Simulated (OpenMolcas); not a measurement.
**Run report: CF2, single-point calculation**

CF2, SMILES F[C]F, computed with B3LYP/pcseg-1, RKS (OpenMolcas 26.06).

The geometry comes from this level: GFN2-xTB.

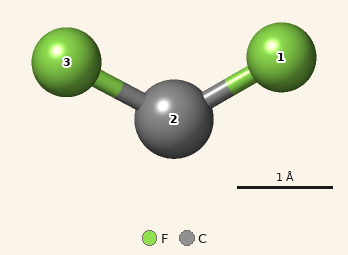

**Figure 1.** The structure as given in the input (ball-and-stick view, seen at a tilt; atoms are numbered from 1 in the order of the input). Bond lengths as drawn: C–F 1.32 Å.

### Input file
```
&gateway
  baslib=$CurrDir
  coord=struct.xyz
  basis=pcseg-1
  group=NoSym

&seward

&scf
  ksdft=B3LYP
  thresholds=1e-11 1e-08 1e-08 1e-07
  prorbitals=0
```

### File struct.xyz
```
3

F      0.396940     1.032800     0.332770
C      0.326820    -0.272180     0.149730
F     -0.723760    -0.760620    -0.482500
```

Launch command:
```bash
export MOLCAS_MEM=1860
pymolcas job.input > job.log
```

### What the program printed
```
--- Start Module: gateway ---

                                              &GATEWAY

                       available to each process: 1.9 GB of memory, 1 thread

 Basis Set     1 Label: F.PCSEG-1
 Basis set is read from library:.
 basistype.tbl is not found

 Basis Set     2 Label: C.PCSEG-1
 Basis set is read from library:.
 basistype.tbl is not found

 Basis Set     3 Label: F.PCSEG-1
 Basis set is read from library:.
 basistype.tbl is not found

++    Symmetry information:
      ---------------------

                    Character Table for C1

                             E
                    a        1  x, y, xy, Rz, z, xz, Ry, yz, Rx, I
--

++    Basis set information:
      ----------------------

      Basis set label: F.PCSEG-1.........

      Electronic valence basis set:
      ------------------
      Associated Effective Charge   9.000000 au
      Associated Actual Charge      9.000000 au
      Nuclear Model: Point charge

      Shell  nPrim  nBasis  Cartesian Spherical Contaminant
         s       8       3        X
         p       4       2        X
         d       1       1                 X

      Basis set label: C.PCSEG-1.........

      Electronic valence basis set:
      ------------------
      Associated Effective Charge   6.000000 au
      Associated Actual Charge      6.000000 au
      Nuclear Model: Point charge

      Shell  nPrim  nBasis  Cartesian Spherical Contaminant
         s       8       3        X
         p       4       2        X
         d       1       1                 X

      Basis set label: F.PCSEG-1.........

      Electronic valence basis set:
      ------------------
      Associated Effective Charge   9.000000 au
      Associated Actual Charge      9.000000 au
      Nuclear Model: Point charge

      Shell  nPrim  nBasis  Cartesian Spherical Contaminant
         s       8       3        X
         p       4       2        X
         d       1       1                 X
--

++    Molecular structure info:
      -------------------------

                    ************************************************
                    **** Cartesian Coordinates / bohr, angstrom ****
                    ************************************************

     Center  Label                x              y              z                     x              y              z
        1      F1               0.750108       1.951709       0.628844              0.396940       1.032800       0.332770
        2      C2               0.617600      -0.514346       0.282949              0.326820      -0.272180       0.149730
        3      F3              -1.367708      -1.437363      -0.911793             -0.723760      -0.760620      -0.482500

                    ***************************************
                    *    InterNuclear Distances / bohr    *
                    ***************************************

               1 F1            2 C2            3 F3
    1 F1       0.000000
    2 C2       2.493718        0.000000
    3 F3       4.283050        2.494157        0.000000

                    *******************************************
                    *    InterNuclear Distances / angstrom    *
                    *******************************************

               1 F1            2 C2            3 F3
    1 F1       0.000000
    2 C2       1.319619        0.000000
    3 F3       2.266493        1.319851        0.000000

                    **************************************
                    *    Valence Bond Angles / degree    *
                    **************************************
                          Atom centers                 Phi
                      1 F1       2 C2       3 F3       118.34
--

            Nuclear Potential Energy             62.21677249 au

--- Stop Module: gateway /rc=_RC_ALL_IS_WELL_ ---

--- Start Module: seward ---

                                              &SEWARD

                       available to each process: 1.9 GB of memory, 1 thread

               SEWARD will generate:
                  Multipole Moment integrals up to order  2
                  Kinetic Energy integrals
                  Nuclear Attraction integrals (point charge)
                  One-Electron Hamiltonian integrals
                  Velocity integrals
                  Orbital angular momentum around ( -0.0864   0.0720  -0.0396 )
                  Velocity quadrupole around ( -0.0864   0.0720  -0.0396 )
                  Two-Electron Repulsion integrals

                   Integrals are discarded if absolute value <: 1.00E-14
                   Integral cutoff threshold is set to       <: 1.00E-16

            Nuclear Potential Energy             62.21677249 au

      Basis set specifications :
      Symmetry species         a
      Basis functions           42

--- Stop Module: seward /rc=_RC_ALL_IS_WELL_ ---

--- Start Module: scf ---

                                                &SCF

                       available to each process: 1.9 GB of memory, 1 thread

 ###############################################################################
 ###     Minimized-density-differences option turned off!                    ###
 ###############################################################################
++    Input section:
      --------------

      Header of the integral files:

      Cartesian coordinates in angstrom:
      -----------------------------------------------------
      No.  Label        X            Y            Z
      -----------------------------------------------------
       1   F1         0.39694000   1.03280000   0.33277000
       2   C2         0.32682000  -0.27218000   0.14973000
       3   F3        -0.72376000  -0.76062000  -0.48250000
      -----------------------------------------------------
      Nuclear repulsion energy =   62.21677249
--

++    Orbital specifications:
      -----------------------

      Symmetry species               1
                                     a
      Frozen orbitals                0
      Occupied orbitals             12
      Secondary orbitals            30
      Deleted orbitals               0
      Total number of orbitals      42
      Number of basis functions     42
--

      Molecular charge                           0.000

      Numerical integration parameters
      --------------------------------
      Radial quadrature type:                         MHL
      Size of radial grid:                            75
      Lebedev angular grid:                           29
      Angular grid pruned with the crowding factor:  3.00E+00
                                 and fading factor:  6.00E+00
      Screening threshold for integral computation:   1.00E-12
      Radial quadrature accuracy:                     1.00E-25
      Maximum batch size:                             128
      AO values are stored on disk
      The same grid will be used for all iterations.

      DFT functional specifications
      -----------------------------
      Using Libxc version: 6.2.2
      Please cite the following reference:
      S. Lehtola, C. Steigemann, M. J.T. Oliveira, and M. A.L. Marques.,  SoftwareX 7, 1–5 (2018) doi:10.1016/j.softx.2017.11.002

      * B3LYP

++    Optimization specifications:
      ----------------------------

      SCF Algorithm: Conventional
      D(i)-D(i-1) density differences are used
      Number of density matrices in core                 5
      Maximum number of NDDO SCF iterations            400
      Maximum number of HF SCF iterations              400
      Threshold for SCF energy change             1.00E-11
      Threshold for density matrix                1.00E-08
      Threshold for Fock matrix                   1.00E-08
      Threshold for linear dependence             1.00E-09
      Threshold at which DIIS is turned on        1.50E-01
      Maximum depth in the DIIS procedure                5
      Maximum depth in the BFGS Hessian update          30
      Threshold at which QNR/C2DIIS is turned on  7.50E-02
      Threshold for Norm(delta) (QNR/C2DIIS)      1.00E-07
      All orbitals punched on: SCFORB
--

      Input vectors read from INPORB
      Orbital file label: *Guess orbitals

++ Convergence information
                                   B3LYP      iterations: Energy and convergence statistics

Iter     Tot. B3LYP      One-elec.       Two-elec.     Energy      Max Dij or  Max Fij      DNorm      TNorm      AccCon     Time
         Energy          Energy          Energy        Change      Delta Norm                                                in Sec.
   1  -237.402002790  -472.542631803   172.923856519   0.00E+00    3.22E-01*   1.36E-01*    6.18E+00   8.88E+01   None         0.
   2  -237.484969971  -472.111005906   172.409263441  -8.30E-02*   3.19E-01*   1.17E-01*    1.85E+00   8.90E+01   EDIIS        0.
   3  -237.558210003  -475.097205449   175.322222952  -7.32E-02*   5.58E-02*   5.24E-02*    1.09E+00   8.94E+01   EDIIS        0.
   4  -237.632219164  -472.176280340   172.327288683  -7.40E-02*   2.51E-02*   1.90E-02*    2.80E-01   8.88E+01   c2DIIS       0.
   5  -237.639920905  -473.344241300   173.487547902  -7.70E-03*   2.27E-02*   7.43E-03*    1.40E-01   8.91E+01   QNRc2DIIS    0.
   6  -237.639994854  -473.136991423   173.280224075  -7.39E-05*   1.19E-02*   7.71E-03*    1.09E-01   8.90E+01   QNRc2DIIS    0.
   7  -237.640381856  -473.103719476   173.246565127  -3.87E-04*   2.73E-03*   2.90E-03*    4.98E-02   8.90E+01   QNRc2DIIS    0.
   8  -237.640421235  -473.182321511   173.325127783  -3.94E-05*   7.28E-05*   3.71E-05*    1.06E-02   8.91E+01   QNRc2DIIS    0.
   9  -237.640421247  -473.181914371   173.324720631  -1.26E-08*   3.24E-05*   1.02E-05*    3.75E-04   8.91E+01   QNRc2DIIS    0.
  10  -237.640421247  -473.181857197   173.324663456   1.54E-10*   1.87E-05*   1.33E-05*    1.23E-04   8.91E+01   QNRc2DIIS    0.
  11  -237.640421249  -473.181908911   173.324715170  -1.31E-09*   1.52E-06*   1.12E-06*    7.26E-05   8.91E+01   QNRc2DIIS    0.
  12  -237.640421249  -473.181910467   173.324716725  -8.87E-12    1.41E-07*   8.28E-08*    7.30E-06   8.91E+01   QNRc2DIIS    0.
  13  -237.640421249  -473.181910819   173.324717077  -3.41E-13    2.23E-08    1.54E-08*    7.03E-07   8.91E+01   QNRc2DIIS    0.
  14  -237.640421249  -473.181910775   173.324717034   2.84E-13*   1.70E-09    1.46E-09     9.76E-08   8.91E+01   QNRc2DIIS    0.
  15  -237.640421249  -473.181910771   173.324717029  -1.71E-13    2.18E-10    1.31E-10     6.97E-09   8.91E+01   QNRc2DIIS    0.

       Convergence after  15 Iterations
--

 *****************************************************************************************************************************
 *                                             SCF/KS-DFT Program, Final results                                             *
 *                                                       Final Results                                                       *
 *****************************************************************************************************************************

::    Total KS-DFT energy                            -237.6404212485
      One-electron energy                            -473.1819107707
      Two-electron energy                             173.3247170289
      Nuclear repulsion energy                         62.2167724934
      Kinetic energy (interpolated)                   236.9972968323
      Virial theorem                                    1.0027136361
      Total spin, S(S+1)                                0.0000000000
      Total spin, S                                     0.0000000000
      Max non-diagonal density matrix element           0.0000000002
      Max non-diagonal Fock matrix element              0.0000000000

      No orbitals printed

++    Molecular charges:
      ------------------

      Mulliken charges per centre
      ---------------------------

                F1      C2      F3
      Total    9.1729  5.6540  9.1731

      N-E     -0.1729  0.3460 -0.1731

      Total electronic charge=   24.000000

      Total            charge=   -0.000000
--

++    Molecular properties:
      ---------------------

      Charge (e):
                      =   -0.0000
      Dipole Moment (debye):
      Origin of the operator (angstrom)=   -0.0457    0.0381   -0.0210
                   X= -6.6187E-01               Y=  5.5301E-01               Z= -3.0303E-01           Total=  9.1417E-01
      Quadrupole Moment (debye*angstrom):
      Origin of the operator (angstrom)=   -0.0457    0.0381   -0.0210
                  XX= -1.6377E+01              XY=  5.7218E-01              XZ= -1.0539E+00              YY= -1.6614E+01
                  YZ=  6.3929E-02              ZZ= -1.4920E+01
      In traceless form (debye*angstrom)
                  XX= -6.1003E-01              XY=  8.5827E-01              XZ= -1.5808E+00              YY= -9.6568E-01
                  YZ=  9.5894E-02              ZZ=  1.5757E+00
--

--- Stop Module: scf /rc=_RC_ALL_IS_WELL_ ---
--- Module scf spent 2 seconds ---

.##################.
.# Happy landing! #.
.##################.

    Timing: Wall=2.99 User=2.45 System=0.53
```

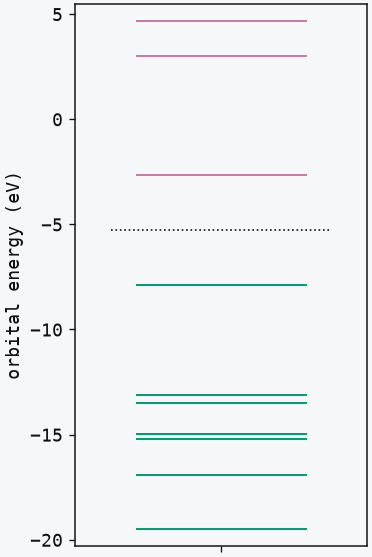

**Figure 2.** Orbital energies near the frontier; the dotted line parts filled from empty levels, and levels within 0.02 eV of each other stand side by side. Highest filled −7.87 eV, lowest empty −2.67 eV, 5.20 eV apart.

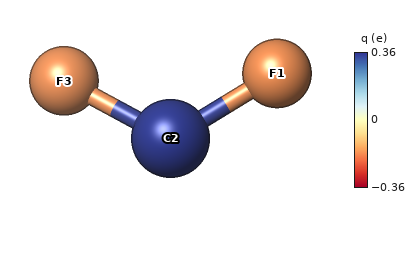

**Figure 3.** Mulliken charges, as the colour of each atom (ball-and-stick view, seen at a tilt; atoms are numbered from 1 in the order of the input). By element: F −0.17 and C +0.35 e.

### Results in brief

| quantity | value |
| --- | --- |
| outcome | converged |
| total energy | −237.640421 hartree |
| basis functions | 42 |
| HOMO | −7.87 eV |
| LUMO | −2.67 eV |
| dipole moment | 0.91 debye |
| hardware | 1 thread of Arm Neoverse V1, 24 GiB of memory available, shared host |
| wall time | 3.3 s |
| peak memory | 0.38 GiB |
